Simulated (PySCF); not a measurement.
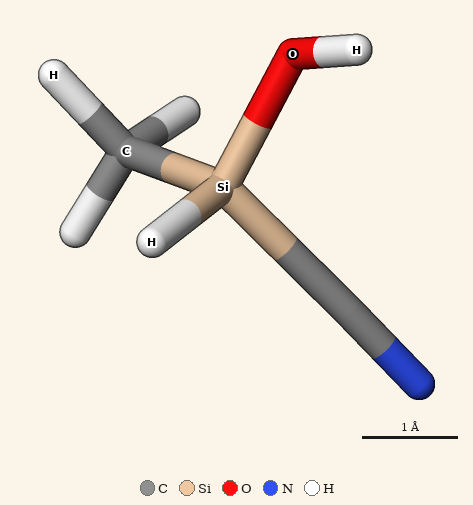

*The starting structure (stick view, seen at a tilt).*

**Run report: C2H5NOSi, geometry relaxation**

System: C2H5NOSi.
Method: PBE0-D3(BJ)/def2-SVP geometry optimisation, gas phase (PySCF 2.14.0).

## Input
```
{"job": {"xc": "PBE0", "basis": "def2-SVP", "d3": "d3bj", "grid": 1, "shake": 0.01, "kind": "geom"}, "charge": 0, "multiplicity": 1}
C     -1.353320    -0.420680    -0.223340
Si     0.263770     0.265580     0.419790
O      0.474230     1.690390    -0.336200
C      1.667770    -0.920810    -0.068240
N      2.466070    -1.658290    -0.366990
H     -2.191670     0.285110     0.015730
H     -1.591780    -1.366360     0.205950
H     -1.339480    -0.503630    -1.313140
H      0.362690     0.404370     1.897010
H      1.292160     2.203380    -0.251630
```

The first line tells a small driver script what to run in PySCF; the rest is the geometry in Å.

Run on 1 CPU thread, shared host.

Command:
```bash
OMP_NUM_THREADS=1 python <driver script> task.json out
```

## Output
```
step   0  E = -498.12240891  max force = 0.072063
step   1  E = -498.12691175  max force = 0.010048
step   2  E = -498.12731671  max force = 0.002817
step   3  E = -498.12757798  max force = 0.003676
step   4  E = -498.12771195  max force = 0.003117
step   5  E = -498.12777985  max force = 0.001040
step   6  E = -498.12779532  max force = 0.000454
step   7  E = -498.12780668  max force = 0.000960
step   8  E = -498.12781578  max force = 0.000969
step   9  E = -498.12782202  max force = 0.000542
step  10  E = -498.12782581  max force = 0.000390
optimisation converged
```

## Trajectory as extended XYZ (Å, eV, eV/Å), 11 frames, from step=0 to step=10
```
10
Properties=species:S:1:pos:R:3:forces:R:3 step=0 energy=-13554.60115
C    -1.3533   -0.4207   -0.2233   -0.1223   1.6357   0.0667
Si    0.2638    0.2656    0.4198   -0.1109  -1.0179  -0.0465
O     0.4742    1.6904   -0.3362    0.5790   1.1280  -0.4638
C     1.6678   -0.9208   -0.0682   -3.7056   3.2364   1.3689
N     2.4661   -1.6583   -0.3670    3.2949  -2.9676  -1.2242
H    -2.1917    0.2851    0.0157    0.5422  -0.3452  -0.0056
H    -1.5918   -1.3664    0.2059   -0.2502  -1.1780   0.4744
H    -1.3395   -0.5036   -1.3131    0.1844  -0.1024  -0.2376
H     0.3627    0.4044    1.8970   -0.0369  -0.0994   0.0471
H     1.2922    2.2034   -0.2516   -0.3747  -0.2896   0.0207
10
Properties=species:S:1:pos:R:3:forces:R:3 step=1 energy=-13554.72368
C    -1.4572   -0.1610    0.0795    0.0753  -0.2463  -0.1217
Si    0.3433    0.1995    0.3036   -0.0951   0.0540   0.1683
O     0.6880    1.6424   -0.4392   -0.0646  -0.1311  -0.0074
C     1.4119   -1.1341   -0.4506    0.5167  -0.4318  -0.0733
N     2.1880   -1.9340   -0.7891   -0.4679   0.3851   0.0470
H    -2.0398    0.6196    0.5846   -0.1146   0.0690   0.0104
H    -1.7377   -1.1426    0.5050    0.0895   0.1803  -0.0590
H    -1.7038   -0.1577   -0.9940   -0.0658   0.0146   0.0552
H     0.7403    0.1857    1.7408    0.0341   0.0328  -0.0172
H     1.6159    1.8564   -0.5628    0.0922   0.0734  -0.0024
10
Properties=species:S:1:pos:R:3:forces:R:3 step=2 energy=-13554.73470
C    -1.4524   -0.1629    0.0744    0.0307  -0.0026  -0.0247
Si    0.3457    0.2027    0.3184   -0.0620   0.0389   0.0183
O     0.6931    1.6382   -0.4355    0.0443  -0.0529  -0.0233
C     1.4082   -1.1364   -0.4441    0.1449  -0.0708   0.0934
N     2.1618   -1.9398   -0.8104   -0.1296   0.0574  -0.0711
H    -2.0541    0.6153    0.5690   -0.0183  -0.0171  -0.0172
H    -1.7223   -1.1395    0.5039    0.0114   0.0077   0.0090
H    -1.7000   -0.1686   -0.9976   -0.0063   0.0034   0.0069
H     0.7478    0.2020    1.7537    0.0046   0.0066  -0.0122
H     1.6212    1.8632   -0.5540   -0.0198   0.0294   0.0208
10
Properties=species:S:1:pos:R:3:forces:R:3 step=3 energy=-13554.74181
C    -1.4431   -0.1665    0.0689   -0.0235   0.0974   0.0319
Si    0.3489    0.2113    0.3344   -0.0057   0.0195  -0.0941
O     0.7040    1.6367   -0.4331    0.0411  -0.0041  -0.0197
C     1.3985   -1.1388   -0.4316   -0.0903   0.1677   0.1890
N     2.1138   -1.9515   -0.8431    0.0975  -0.1657  -0.1436
H    -2.0682    0.6059    0.5449    0.0220  -0.0254  -0.0055
H    -1.7020   -1.1397    0.5071   -0.0254  -0.0708   0.0276
H    -1.6821   -0.1873   -1.0042    0.0300  -0.0125  -0.0233
H     0.7488    0.2253    1.7689   -0.0076  -0.0078   0.0074
H     1.6301    1.8787   -0.5342   -0.0380   0.0019   0.0303
10
Properties=species:S:1:pos:R:3:forces:R:3 step=4 energy=-13554.74546
C    -1.4363   -0.1688    0.0651   -0.0436   0.0838   0.0418
Si    0.3518    0.2183    0.3416    0.0181  -0.0029  -0.0870
O     0.7133    1.6373   -0.4335    0.0107   0.0112  -0.0207
C     1.3925   -1.1420   -0.4201   -0.0943   0.1603   0.1444
N     2.0747   -1.9639   -0.8683    0.0964  -0.1507  -0.1071
H    -2.0760    0.6006    0.5260    0.0343  -0.0168  -0.0024
H    -1.6898   -1.1407    0.5111   -0.0218  -0.0542   0.0134
H    -1.6632   -0.2041   -1.0103    0.0278  -0.0148  -0.0207
H     0.7449    0.2428    1.7777   -0.0059  -0.0101   0.0089
H     1.6370    1.8947   -0.5115   -0.0217  -0.0058   0.0294
10
Properties=species:S:1:pos:R:3:forces:R:3 step=5 energy=-13554.74731
C    -1.4316   -0.1692    0.0621   -0.0246   0.0205   0.0192
Si    0.3549    0.2224    0.3431    0.0143  -0.0176  -0.0234
O     0.7203    1.6375   -0.4360   -0.0119   0.0102  -0.0247
C     1.3890   -1.1468   -0.4103   -0.0233   0.0535   0.0313
N     2.0425   -1.9779   -0.8868    0.0231  -0.0447  -0.0203
H    -2.0767    0.6013    0.5114    0.0194   0.0035   0.0002
H    -1.6843   -1.1399    0.5146   -0.0081  -0.0112  -0.0027
H    -1.6467   -0.2173   -1.0155    0.0087  -0.0061  -0.0058
H     0.7403    0.2544    1.7815    0.0017  -0.0063   0.0032
H     1.6413    1.9096   -0.4862    0.0007  -0.0018   0.0230
10
Properties=species:S:1:pos:R:3:forces:R:3 step=6 energy=-13554.74773
C    -1.4307   -0.1675    0.0610   -0.0038  -0.0102   0.0030
Si    0.3566    0.2216    0.3410    0.0028  -0.0148   0.0120
O     0.7224    1.6363   -0.4387   -0.0109   0.0030  -0.0234
C     1.3886   -1.1507   -0.4078    0.0091  -0.0030  -0.0221
N     2.0325   -1.9862   -0.8907   -0.0099   0.0063   0.0176
H    -2.0724    0.6070    0.5071    0.0053   0.0092  -0.0003
H    -1.6870   -1.1369    0.5157   -0.0020   0.0078  -0.0048
H    -1.6429   -0.2197   -1.0173   -0.0019   0.0014   0.0011
H     0.7399    0.2555    1.7803    0.0050  -0.0031  -0.0004
H     1.6421    1.9148   -0.4728    0.0063   0.0035   0.0172
10
Properties=species:S:1:pos:R:3:forces:R:3 step=7 energy=-13554.74804
C    -1.4308   -0.1641    0.0598    0.0135  -0.0258  -0.0087
Si    0.3583    0.2187    0.3378   -0.0070  -0.0039   0.0324
O     0.7246    1.6332   -0.4425   -0.0020  -0.0077  -0.0161
C     1.3881   -1.1565   -0.4075    0.0202  -0.0343  -0.0494
N     2.0256   -1.9970   -0.8908   -0.0235   0.0317   0.0343
H    -2.0654    0.6171    0.5040   -0.0068   0.0090  -0.0013
H    -1.6937   -1.1308    0.5166    0.0017   0.0171  -0.0029
H    -1.6424   -0.2183   -1.0186   -0.0077   0.0068   0.0048
H     0.7418    0.2535    1.7772    0.0061  -0.0008  -0.0032
H     1.6428    1.9185   -0.4581    0.0055   0.0079   0.0101
10
Properties=species:S:1:pos:R:3:forces:R:3 step=8 energy=-13554.74828
C    -1.4311   -0.1586    0.0582    0.0197  -0.0224  -0.0122
Si    0.3605    0.2142    0.3342   -0.0107   0.0091   0.0332
O     0.7291    1.6283   -0.4469    0.0080  -0.0162  -0.0044
C     1.3856   -1.1650   -0.4091    0.0127  -0.0396  -0.0498
N     2.0176   -2.0116   -0.8889   -0.0197   0.0321   0.0313
H    -2.0567    0.6309    0.5004   -0.0127   0.0042  -0.0020
H    -1.7031   -1.1213    0.5176    0.0032   0.0151   0.0007
H    -1.6439   -0.2135   -1.0199   -0.0077   0.0078   0.0044
H     0.7460    0.2492    1.7733    0.0051   0.0003  -0.0039
H     1.6449    1.9216   -0.4409    0.0023   0.0097   0.0027
10
Properties=species:S:1:pos:R:3:forces:R:3 step=9 energy=-13554.74845
C    -1.4311   -0.1510    0.0564    0.0137  -0.0052  -0.0082
Si    0.3630    0.2097    0.3312   -0.0062   0.0177   0.0151
O     0.7372    1.6220   -0.4510    0.0151  -0.0181   0.0083
C     1.3796   -1.1758   -0.4123   -0.0059  -0.0235  -0.0279
N     2.0056   -2.0297   -0.8865   -0.0048   0.0148   0.0144
H    -2.0487    0.6465    0.4961   -0.0116  -0.0017  -0.0014
H    -1.7128   -1.1091    0.5189    0.0030   0.0055   0.0031
H    -1.6458   -0.2060   -1.0213   -0.0029   0.0041   0.0020
H     0.7520    0.2438    1.7693    0.0025   0.0001  -0.0021
H     1.6500    1.9238   -0.4230   -0.0030   0.0064  -0.0032
10
Properties=species:S:1:pos:R:3:forces:R:3 step=10 energy=-13554.74856
C    -1.4311   -0.1427    0.0551    0.0010   0.0147   0.0003
Si    0.3652    0.2066    0.3296    0.0018   0.0175  -0.0056
O     0.7479    1.6165   -0.4530    0.0127  -0.0122   0.0140
C     1.3703   -1.1864   -0.4162   -0.0200  -0.0005   0.0005
N     1.9908   -2.0467   -0.8853    0.0096  -0.0071  -0.0051
H    -2.0441    0.6599    0.4926   -0.0046  -0.0057  -0.0005
H    -1.7196   -1.0973    0.5199    0.0016  -0.0051   0.0032
H    -1.6468   -0.1978   -1.0223    0.0022  -0.0012  -0.0017
H     0.7580    0.2382    1.7667   -0.0003  -0.0012   0.0000
H     1.6583    1.9238   -0.4094   -0.0039   0.0008  -0.0052
```

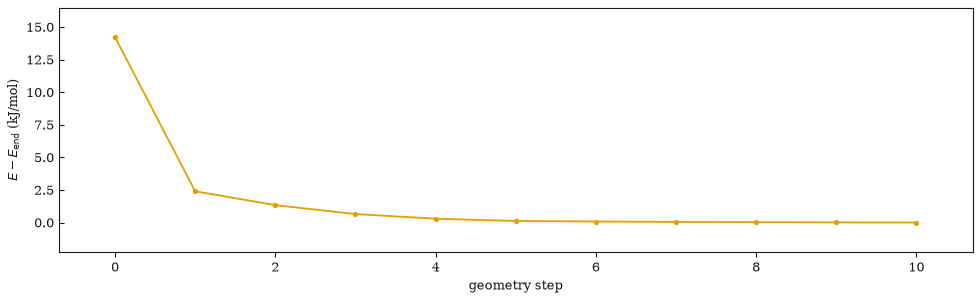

*Progress of the relaxation, step by step (steps are counted from 0).*

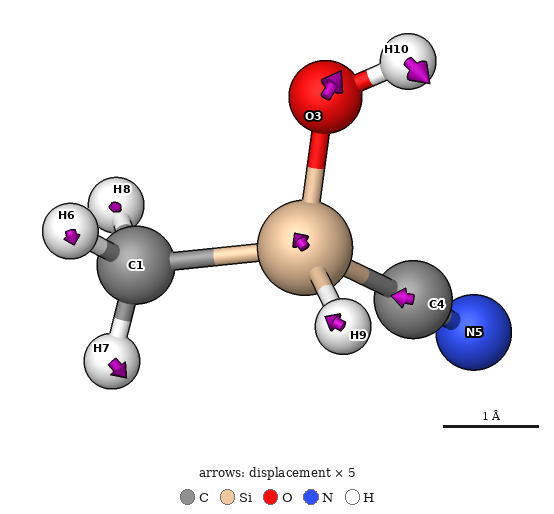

*The starting structure with the displacements as pink arrows, magnified 5 times (ball-and-stick view, seen at a tilt). The two geometries are laid on each other by the best rigid fit.*

The atom that moves furthest after the best rigid fit is H10 (0.077 Å). By element the largest moves are H 0.077 Å, O 0.073 Å, C 0.051 Å, Si 0.043 Å, N 0.010 Å. Among the contacts that change: C1–H7 1.066 → 1.100 Å, C4–N5 1.127 → 1.160 Å, Si2–O3 1.627 → 1.657 Å, Si2–C4 1.902 → 1.873 Å. Among the angles that change: Si2–O3–H10 122.2° → 118.0°, H6–C1–H8 105.6° → 108.5°, C1–Si2–O3 105.9° → 108.3°. After 10 geometry steps the energy has fallen by 14.2 kJ/mol. The largest force component goes from 3.7 to 0.02 eV/Å. (Atoms are counted from 1 in the order of the input.)

## Key numbers

| quantity | value |
| --- | --- |
| outcome | converged |
| total energy | −498.127826 hartree |
| dipole moment | 3.14 D |
| point group | C1 |
| wall time | 51 s |
| peak memory | 0.41 GiB |
